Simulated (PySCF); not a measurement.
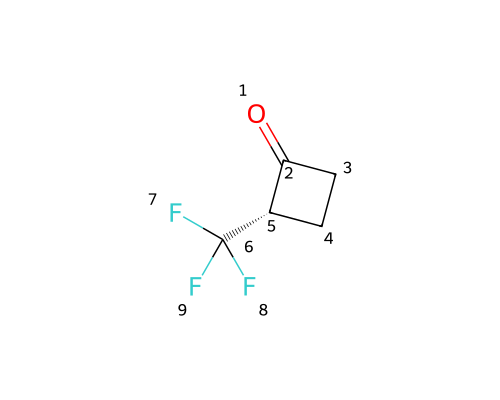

A structural formula, with wedges where it has stereocentres; small numbers name the atoms. The configuration is that of a computed structure (GFN2-xTB).

> Give the R/S and E/Z labels.

C5: S.

> Give a SMILES with the stereochemistry.

O=C1CC[C@@H]1C(F)(F)F
